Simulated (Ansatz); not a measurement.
## Electronic structure of C₂H₃AlF₂ (SMILES FC(F)=[CH][AlH2]) in real space

| atom | x (Å) | y (Å) | z (Å) |
| --- | --- | --- | --- |
| F | 1.3377 | -0.2382 | 2.2254 |
| C | 0.6666 | -0.4296 | 1.1108 |
| F | 0.5237 | -1.7242 | 0.9345 |
| C | 0.2111 | 0.5136 | 0.3023 |
| Al | -0.7688 | 0.1766 | -1.3230 |
| H | 0.4421 | 1.5192 | 0.6405 |
| H | -1.2405 | 1.4315 | -2.1670 |
| H | -1.0798 | -1.3060 | -1.7793 |

Geometry: PBE0-D4/def2-TZVP.

Method: RKS PBE0-D4/def2-TZVPP in Ansatz 0.2.0.

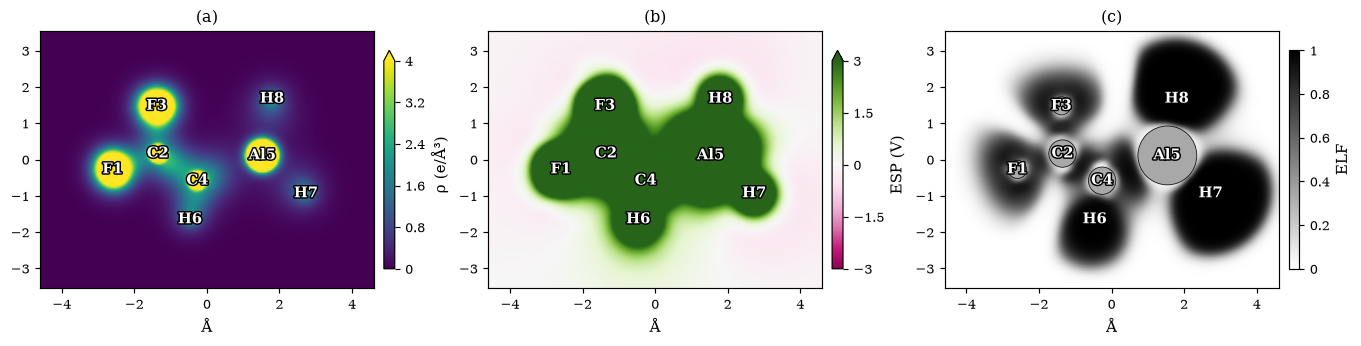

Figure 1. (a) total electron density; (b) electrostatic potential; (c) ELF on the molecular plane. Grey discs cover the atomic cores in the ELF map.

> What does the map show?

Atoms in the plane: F, C, Al and H.
C–F (1.31 Å): ρ at the midpoint is about 2.5 e/Å³; the ELF peaks at about 0.85 between the atoms, as expected for a polar covalent bond.
C–C (1.32 Å): the density is about 2.4 e/Å³ at the midpoint; the ELF peaks at about 0.90 between the atoms (a short, multiple covalent bond).
C–Al (1.93 Å): ρ at the midpoint is about 0.73 e/Å³; the ELF peaks at about 0.95 between the atoms; a shared but strongly polarised pair.
C–H (1.09 Å): ρ is about 2 e/Å³ halfway; the ELF climbs to about 1 towards the hydrogen, as it does in any bond to H: a covalent bond by its length.
Al–H (1.58 Å): ρ at the midpoint is about 0.57 e/Å³; the ELF climbs to about 1 towards the hydrogen.
The ELF also peaks beside F1 and F3, away from the bonds: lone-pair regions.
Outside the dense part of the molecule the potential is most negative (−0.5 V) near H8.

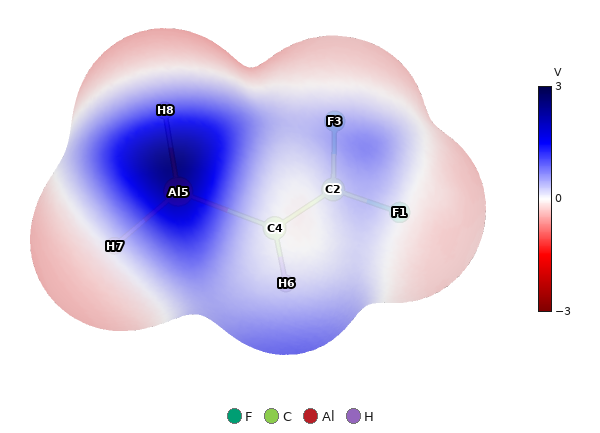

Figure 2. The molecular electrostatic potential painted on the density surface at 0.001 e/bohr³, seen at a tilt; the colour scale runs from red (negative) to blue (positive).

> Where is the surface potential most negative and most positive?

The most negative region (about −0.5 V, or −12 kcal/mol for a unit charge) lies over F3 and H8, the most positive (about +2.5 V, or +58 kcal/mol for a unit charge) over Al5.

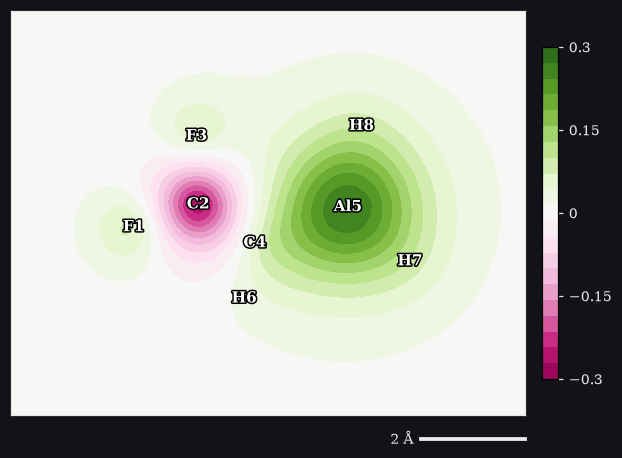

Figure 3. The LUMO on a plane 0.8 Å above the molecular plane (values in Å⁻³ᐟ²; the overall sign is arbitrary).

> What is the character of this orbital?

Its weight (Hirshfeld) is mainly on Al5 (about 65 %), C2 (about 10 %) and C4 (about 10 %); it changes sign across the molecular plane (π type); π-antibonding (a node) across C2–C4. Its energy is −1.74 eV.
